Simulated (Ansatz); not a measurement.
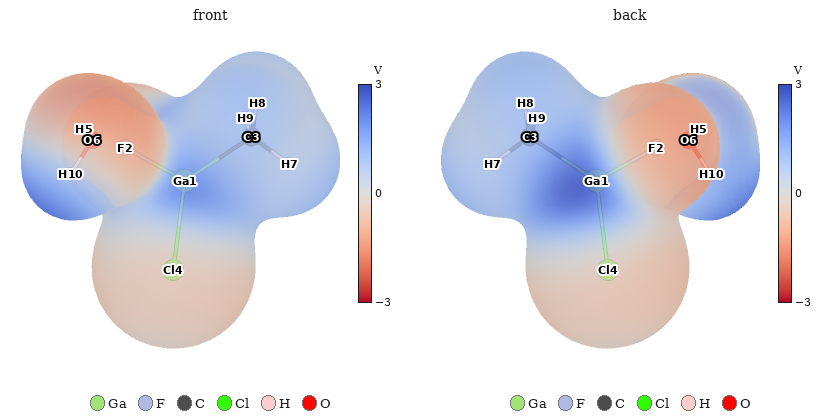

Figure 1: CH$_{3}$ClFGa···H$_{2}$O. The electrostatic potential painted on the density surface at 0.002 e/bohr³, seen from the front and from behind; the colour scale runs from red (negative) to blue (positive).

Not at a stationary point (largest force 0.5 eV/Å).

Computed with RKS B3LYP-D4/def2-SVP (Ansatz 0.2.0).

Input file:

```
crystal:
  periodic: [false, false, false]
  atoms:
    - { symbol: Ga, position_ang: [-0.7299, -0.1186, -0.0854] }
    - { symbol: F, position_ang: [0.4811, -0.9646, -1.6164] }
    - { symbol: C, position_ang: [0.3299, -0.5422, 1.5819] }
    - { symbol: Cl, position_ang: [-2.7099, -0.0727, -0.7552] }
    - { symbol: H, position_ang: [0.6265, 0.2315, -1.6361] }
    - { symbol: O, position_ang: [0.3952, 1.4033, -1.198] }
    - { symbol: H, position_ang: [-0.3132, -0.7039, 2.4462] }
    - { symbol: H, position_ang: [0.91, -1.443, 1.3819] }
    - { symbol: H, position_ang: [1.0131, 0.2833, 1.7747] }
    - { symbol: H, position_ang: [-0.0028, 1.927, -1.8936] }
basis:
  gaussian: { orbitals: def2-SVP }
hamiltonian:
  xc: b3lyp
  dispersion: d4
relax:
  f_tol: 0.15
  max_steps: 25
  restrain:
    - { distance: [0, 5], at: 3.18, k: 30.0 }
    - { distance: [4, 1], at: 2.18, k: 30.0 }
    - { distance: [0, 1], at: 1.79, k: 30.0 }
    - { distance: [4, 5], at: 0.97, k: 30.0 }
output:
  orbitals: {}
```

Run with:

```sh
ansatz run input.yaml --threads 2 --pin off --max-ram 3072MiB --backend cpu --events-out ev --progress --plain --runs-dir out
```

The fields are those of the run's last geometry, not of the input's.

### Describe the electrostatic potential map.

The most negative region (about −1.5 V) lies over O6, the most positive (about +2.7 V) over Ga1. O6 is the likeliest acceptor of a hydrogen bond.
